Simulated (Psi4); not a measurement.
# M06-2X/6-31G(d) (spherical functions) run of CH6ClNSi (SMILES C[SiH](N)Cl)

We compute the energy of CH6ClNSi. 

The calculation is run with Psi4 1.11.

## (1) The structure to begin with

CH6ClNSi: 10 atoms, total charge 0, spin state singlet. SMILES: `C[SiH](N)Cl`. One bond was lengthened or shortened from a relaxed shape.

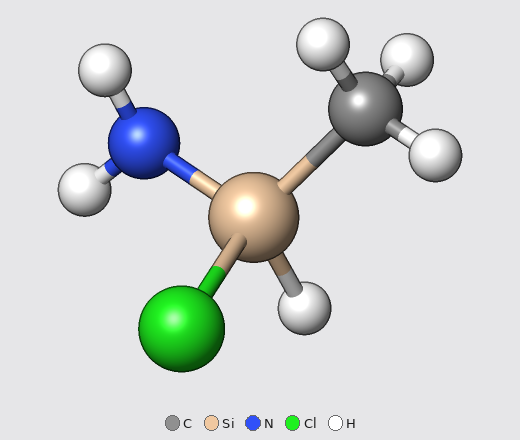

Viewed from a chosen angle; carbon grey, silicon light orange, nitrogen blue, chlorine green, hydrogen white.

## (2) A single-point energy at M06-2X/6-31G(d) (spherical functions)

job.dat

```
memory 2200 MB

molecule {
  0 1
  C     -1.021887     1.073549    -0.155457
  Si    -0.153187    -0.524351     0.200743
  N      1.103213    -0.265951     1.324943
  Cl     0.594900    -1.392500    -1.900800
  H     -1.817587     0.922749    -0.887457
  H     -1.457087     1.482949     0.759143
  H     -0.324487     1.807549    -0.567257
  H     -1.034087    -1.576251     0.756743
  H      1.749913     0.495849     1.191743
  H      1.565113    -1.055451     1.747943
  units angstrom
  symmetry c1
  no_reorient
  no_com
}

set {
  basis                6-31G*
  reference            rks
  puream               true
  e_convergence        1e-09
  d_convergence        1e-08
  scf_type             pk
  dft_radial_points    99
  dft_spherical_points 590
}

energy('m06-2x')
```

Launch:

```console
$ psi4 job.dat job.out -n 1
```

job.out:

```text
Psi4 1.11 release

   => Loading Basis Set <=

    Name: 6-31G*
    Role: ORBITAL
    Keyword: BASIS

         ---------------------------------------------------------
                                   SCF
                              RKS Reference
                        1 Threads,   2098 MiB Core
         ---------------------------------------------------------

  ==> Geometry <==

    Molecular point group: c1
    Full point group: C1

    Geometry (in Angstrom), charge = 0, multiplicity = 1:

       Center              X                  Y                   Z               Mass
    ------------   -----------------  -----------------  -----------------  -----------------
         C           -1.021887000000     1.073549000000    -0.155457000000    12.000000000000
         SI          -0.153187000000    -0.524351000000     0.200743000000    27.976926534650
         N            1.103213000000    -0.265951000000     1.324943000000    14.003074004430
         CL           0.594900000000    -1.392500000000    -1.900800000000    34.968852682000
         H           -1.817587000000     0.922749000000    -0.887457000000     1.007825032230
         H           -1.457087000000     1.482949000000     0.759143000000     1.007825032230
         H           -0.324487000000     1.807549000000    -0.567257000000     1.007825032230
         H           -1.034087000000    -1.576251000000     0.756743000000     1.007825032230
         H            1.749913000000     0.495849000000     1.191743000000     1.007825032230
         H            1.565113000000    -1.055451000000     1.747943000000     1.007825032230

  Running in c1 symmetry.

  Rotational constants: A =      0.18515  B =      0.07074  C =      0.05626 [cm^-1]
  Rotational constants: A =   5550.68671  B =   2120.65091  C =   1686.57270 [MHz]
  Nuclear repulsion =  210.288818347576694

  Charge       = 0
  Multiplicity = 1
  Electrons    = 50
  Nalpha       = 25
  Nbeta        = 25

  ==> Algorithm <==

  SCF Algorithm Type is PK.
  DIIS enabled.
  MOM disabled.
  Fractional occupation disabled.
  Guess Type is SAD.
  Energy threshold   = 1.00e-09
  Density threshold  = 1.00e-08
  Integral threshold = 1.00e-12

  ==> Primary Basis <==

  Basis Set: 6-31G*
    Blend: 6-31G*
    Number of shells: 40
    Number of basis functions: 76
    Number of Cartesian functions: 80
    Spherical Harmonics?: true
    Max angular momentum: 2

  ==> DFT Potential <==

   => LibXC <=

    Version 7.1.2

   => Composite Functional: M06-2X <=

    Deriv               =              1
    GGA                 =           TRUE
    Meta                =           TRUE

    Exchange Hybrid     =           TRUE
    MP2 Hybrid          =          FALSE

   => Exchange Functionals <=

    1.0000   XC_HYB_MGGA_X_M06_2X

   => Exact (HF) Exchange <=

    0.5400               HF

   => Correlation Functionals <=

    1.0000   XC_MGGA_C_M06_2X

   => LibXC Density Thresholds  <==

    XC_MGGA_C_M06_2X:  1.00E-12
    XC_HYB_MGGA_X_M06_2X:  1.00E-15

   => Molecular Quadrature <=

    Radial Scheme          =       TREUTLER
    Pruning Scheme         =           NONE
    Nuclear Scheme         =       TREUTLER

    Blocking Scheme        =         OCTREE
    BS radius alpha        =              1
    Pruning alpha          =              1
    Radial Points          =             99
    Spherical Points       =            590
    Total Points           =         551242
    Total Blocks           =           3909
    Max Points             =            256
    Max Functions          =             74
    Weights Tolerance      =       1.00E-15

  ==> Integral Setup <==

  Using in-core PK algorithm.
   Calculation information:
      Number of atoms:                  10
      Number of AO shells:              40
      Number of primitives:            108
      Number of atomic orbitals:        80
      Number of basis functions:        76

      Integral cutoff                 1.00e-12
      Number of threads:                 1

  Performing in-core PK
  Using 8564402 doubles for integral storage.
  We computed 299018 shell quartets total.
  Whereas there are 336610 unique shell quartets.

  ==> DiskJK: Disk-Based J/K Matrices <==

    J tasked:                  Yes
    K tasked:                  Yes
    wK tasked:                  No
    Memory [MiB]:              254
    Schwarz Cutoff:          1E-12

  Cached 50.0% of DFT collocation blocks in 1.191 [GiB].

  Minimum eigenvalue in the overlap matrix is 1.4162481669E-02.
  Reciprocal condition number of the overlap matrix is 2.9657497804E-03.
    Using symmetric orthogonalization.

  ==> Pre-Iterations <==

  SCF Guess: Superposition of Atomic Densities via on-the-fly atomic UHF (no occupation information).

   -------------------------
    Irrep   Nso     Nmo
   -------------------------
     A         76      76
   -------------------------
    Total      76      76
   -------------------------

  ==> Iterations <==

                        Total Energy        Delta E     RMS |[F,P]|

   @RKS iter SAD:  -845.41349550876441   -8.45413e+02   0.00000e+00
   @RKS iter   1:  -845.85488280342895   -4.41387e-01   9.42114e-03 DIIS/ADIIS
   @RKS iter   2:  -845.87458783074339   -1.97050e-02   9.05912e-03 DIIS/ADIIS
   @RKS iter   3:  -846.09687635900900   -2.22289e-01   1.00291e-03 DIIS/ADIIS
   @RKS iter   4:  -846.09959314412424   -2.71679e-03   2.62060e-04 DIIS/ADIIS
   @RKS iter   5:  -846.09980520338854   -2.12059e-04   5.70492e-05 DIIS
   @RKS iter   6:  -846.09981604652194   -1.08431e-05   1.33702e-05 DIIS
   @RKS iter   7:  -846.09981663378665   -5.87265e-07   3.86844e-06 DIIS
   @RKS iter   8:  -846.09981668867579   -5.48891e-08   9.32161e-07 DIIS
   @RKS iter   9:  -846.09981669232695   -3.65117e-09   2.21596e-07 DIIS
   @RKS iter  10:  -846.09981669254603   -2.19075e-10   3.53919e-08 DIIS
   @RKS iter  11:  -846.09981669255683   -1.08002e-11   7.84082e-09 DIIS
  Energy and wave function converged.

  ==> Post-Iterations <==

   Electrons on quadrature grid:
      Ntotal   =   49.9999995295 ; deviation = -4.705e-07

    Orbital Energies [Eh]
    ---------------------

    Doubly Occupied:

       1A   -102.595937     2A    -67.064615     3A    -14.761849
       4A    -10.540103     5A     -9.757712     6A     -7.477978
       7A     -7.473938     8A     -7.473886     9A     -5.604028
      10A     -3.913202    11A     -3.911336    12A     -3.910580
      13A     -0.978502    14A     -0.853627    15A     -0.807321
      16A     -0.610645    17A     -0.586703    18A     -0.499287
      19A     -0.493019    20A     -0.460233    21A     -0.410253
      22A     -0.405157    23A     -0.351225    24A     -0.339775
      25A     -0.335864

    Virtual:

      26A      0.034506    27A      0.070569    28A      0.096500
      29A      0.144993    30A      0.154787    31A      0.169243
      32A      0.183412    33A      0.198100    34A      0.203319
      35A      0.267393    36A      0.314626    37A      0.360431
      38A      0.391808    39A      0.472679    40A      0.504671
      41A      0.515356    42A      0.600457    43A      0.604950
      44A      0.625972    45A      0.671037    46A      0.686163
      47A      0.747694    48A      0.761991    49A      0.779009
      50A      0.832493    51A      0.871737    52A      0.926184
      53A      0.934146    54A      0.962726    55A      0.972365
      56A      0.983561    57A      0.988937    58A      0.997052
      59A      1.015528    60A      1.035003    61A      1.062752
      62A      1.071166    63A      1.169007    64A      1.226913
      65A      1.238344    66A      1.344709    67A      1.717906
      68A      1.755478    69A      1.811883    70A      1.868183
      71A      2.178654    72A      2.192259    73A      2.292948
      74A      2.301122    75A      2.402981    76A      2.459874

    Final Occupation by Irrep:
              A
    DOCC [    25 ]
    NA   [    25 ]
    NB   [    25 ]

  @RKS Final Energy:  -846.09981669255683

   => Energetics <=

    Nuclear Repulsion Energy =            210.2888183475766937
    One-Electron Energy =               -1584.9161768794972431
    Two-Electron Energy =                 558.8287368327753484
    DFT Exchange-Correlation Energy =     -30.3011949934117659
    Empirical Dispersion Energy =           0.0000000000000000
    VV10 Nonlocal Energy =                  0.0000000000000000
    Total Energy =                       -846.0998166925568285

Computation Completed

Properties will be evaluated at   0.000000,   0.000000,   0.000000 [a0]

Properties computed using the SCF density matrix

 Multipole Moments:

 ------------------------------------------------------------------------------------
     Multipole            Electronic (a.u.)      Nuclear  (a.u.)        Total (a.u.)
 ------------------------------------------------------------------------------------

 L = 1.  Multiply by 2.5417464519 to convert [e a0] to [Debye]
 Dipole X            :        -15.5828022           15.5744216           -0.0083806
 Dipole Y            :         46.8442782          -46.0268933            0.8173849
 Dipole Z            :         35.6825446          -34.3183354            1.3642092
 Magnitude           :                                                    1.5903632

 ------------------------------------------------------------------------------------

	total time  =         46 seconds =       0.77 minutes

    Psi4 run time: 0:00:46.23
```

Wall time 49 s (1 thread of Intel Xeon Platinum 8259CL at 2.50GHz (Skylake/Cascade Lake), shared host); peak memory 1.5 GiB.

## (3) Results

At M06-2X/6-31G* (spherical functions):

```
     quantity          value
 total energy  -846.09982 Eh
dipole moment         4.04 D
  HOMO energy       -9.14 eV
  LUMO energy        0.94 eV
HOMO–LUMO gap       10.08 eV
```
